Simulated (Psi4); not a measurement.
**HF/3-21G run of C2H7NSi (SMILES C=C[SiH2]N)**

Aim: the energy change on altering one bond length of C2H7NSi at HF/3-21G, from 2 runs. 

The calculation is run with Psi4 1.11.

**1. The structure to begin with**

C2H7NSi has 11 atoms, charge 0, and is taken as a singlet. SMILES: `C=C[SiH2]N`. The coordinates come from a PBE0-D4/def2-TZVP relaxation. This is one conformer, not always the lowest.

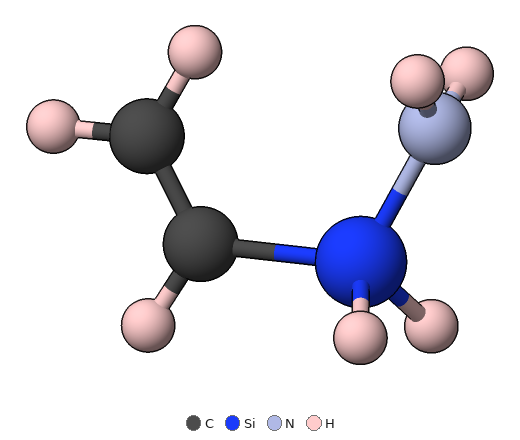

The structure, seen from a chosen angle (carbon dark grey, silicon blue, nitrogen light blue, hydrogen pink).

**2. The energy at HF/3-21G**

File calc.in:

```
memory 1.6 GB

molecule m {
  0 1
  C     -0.676100     1.337000    -0.945000
  C      0.089300     1.208600     0.135100
  Si     0.596500    -0.444500     0.832600
  N      0.002900    -1.803700    -0.028600
  H     -0.967100     2.304600    -1.344700
  H     -1.046800     0.465600    -1.479100
  H      0.433000     2.116700     0.631600
  H      0.099500    -0.536600     2.232600
  H      2.083200    -0.516700     0.836000
  H      0.404900    -2.086000    -0.906300
  H     -0.953800    -2.102100     0.056300
  symmetry c1
}

set basis 3-21G
set puream true
set scf_type pk

E, wfn = energy('scf', return_wfn=True)
```

Run with:

```bash
psi4 calc.in calc.out -n 1
```

calc.out:

```text
[...]
  Running in c1 symmetry.
[...]
  Nuclear repulsion =  159.293227869650366
[...]
  Multiplicity = 1
[...]
  Nalpha       = 20
  Nbeta        = 20
[...]
    Number of basis functions: 54
[...]
   @RHF iter   1:  -420.83168002820935   -9.01992e-01   7.43392e-03 DIIS/ADIIS
[...]
   @RHF iter   8:  -420.91919905011969   -6.74868e-09   4.86298e-07 DIIS
[...]
    Orbital Energies [Eh]
    ---------------------
    Doubly Occupied:
       1A    -68.309012     2A    -15.448010     3A    -11.178610
       4A    -11.159154     5A     -6.111603     6A     -4.208303
       7A     -4.208039     8A     -4.207101     9A     -1.125343
      10A     -1.033397    11A     -0.791603    12A     -0.704332
      13A     -0.649224    14A     -0.626946    15A     -0.574265
      16A     -0.517502    17A     -0.473284    18A     -0.461459
      19A     -0.382368    20A     -0.372465
[...]
  @RHF Final Energy:  -420.91919905011969
   => Energetics <=
    Nuclear Repulsion Energy =            159.2932278696503658
    One-Electron Energy =                -895.3408668561105515
    Two-Electron Energy =                 315.1284399363405555
    Total Energy =                       -420.9191990501196869
[...]
 Multipole Moments:
 ------------------------------------------------------------------------------------
     Multipole            Electronic (a.u.)      Nuclear  (a.u.)        Total (a.u.)
 ------------------------------------------------------------------------------------
 L = 1.  Multiply by 2.5417464519 to convert [e a0] to [Debye]
 Dipole X            :          0.4232070           -0.8151362           -0.3919292
 Dipole Y            :         -0.2973534            0.3393272            0.0419738
 Dipole Z            :          0.5929029           -1.1465533           -0.5536505
 Magnitude           :                                                    0.6796316
[...]
```

It took 1.6 s on 1 thread of Intel Xeon 6975P-C (Granite Rapids), shared host; peak memory 0.2 GiB.

**3. The distorted shape, same level**

File calc.dat:

```
memory 1.6 GB

molecule system {
  0 1
  C     -0.484756     1.396681    -0.961980
  C      0.280644     1.268281     0.118120
  Si     0.787844    -0.384819     0.815620
  N      0.194244    -1.744019    -0.045580
  H     -0.775756     2.364281    -1.361680
  H     -0.855456     0.525281    -1.496080
  H      0.624344     2.176381     0.614620
  H      0.290844    -0.476919     2.215620
  H      2.274544    -0.457019     0.819020
  H      0.596244    -2.026319    -0.923280
  H     -0.953800    -2.102100     0.056300
  units angstrom
  symmetry c1
}

set {
  basis 3-21G
  puream true
  scf_type pk
}

energy_value, wavefunction = energy("scf", return_wfn=True)
```

Run with:

```bash
psi4 calc.dat calc.out -n 1
```

calc.out:

```text
[...]
  Running in c1 symmetry.
[...]
  Nuclear repulsion =  158.382919191674944
[...]
  Multiplicity = 1
[...]
  Nalpha       = 20
  Nbeta        = 20
[...]
    Number of basis functions: 54
[...]
   @RHF iter   1:  -420.80193047385478   -1.02042e+00   7.38268e-03 DIIS/ADIIS
[...]
   @RHF iter   8:  -420.89373594989422   -2.26009e-08   8.13523e-07 DIIS
[...]
    Orbital Energies [Eh]
    ---------------------
    Doubly Occupied:
       1A    -68.309430     2A    -15.465193     3A    -11.178051
       4A    -11.158624     5A     -6.112011     6A     -4.208678
       7A     -4.208437     8A     -4.207497     9A     -1.100531
      10A     -1.032065    11A     -0.790160    12A     -0.700005
      13A     -0.626751    14A     -0.609761    15A     -0.568221
      16A     -0.511656    17A     -0.469895    18A     -0.460423
      19A     -0.380044    20A     -0.371998
[...]
  @RHF Final Energy:  -420.89373594989422
   => Energetics <=
    Nuclear Repulsion Energy =            158.3829191916749437
    One-Electron Energy =                -893.6145335708142738
    Two-Electron Energy =                 314.3378784292450518
    Total Energy =                       -420.8937359498942214
[...]
 Multipole Moments:
 ------------------------------------------------------------------------------------
     Multipole            Electronic (a.u.)      Nuclear  (a.u.)        Total (a.u.)
 ------------------------------------------------------------------------------------
 L = 1.  Multiply by 2.5417464519 to convert [e a0] to [Debye]
 Dipole X            :          0.5666929           -0.9771384           -0.4104456
 Dipole Y            :         -0.2534706            0.2887981            0.0353275
 Dipole Z            :          0.5774872           -1.1321771           -0.5546900
 Magnitude           :                                                    0.6909374
[...]
```

Run time: 1.6 s. Hardware: 1 thread of Intel Xeon 6975P-C (Granite Rapids), shared host; peak memory 0.2 GiB.

**4. Results**

Level: HF/3-21G.

```
                                                          quantity          value
                                         first shape: total energy  -420.91920 Eh
                                        first shape: dipole moment         1.73 D
                                          first shape: HOMO energy      -10.14 eV
                                          first shape: LUMO energy        4.31 eV
                                        first shape: HOMO–LUMO gap       14.45 eV
                                     distorted shape: total energy  -420.89374 Eh
                                    distorted shape: dipole moment         1.76 D
                                      distorted shape: HOMO energy      -10.12 eV
                                      distorted shape: LUMO energy        4.31 eV
                                    distorted shape: HOMO–LUMO gap       14.43 eV
energy change with the N4–H11 bond stretched from 1.006 to 1.207 Å       0.693 eV
```

With the N4–H11 bond stretched from 1.006 to 1.207 Å the energy rises by 0.69 eV (16.0 kcal/mol). The first shape isn't relaxed at this level, so the change isn't measured from a minimum.
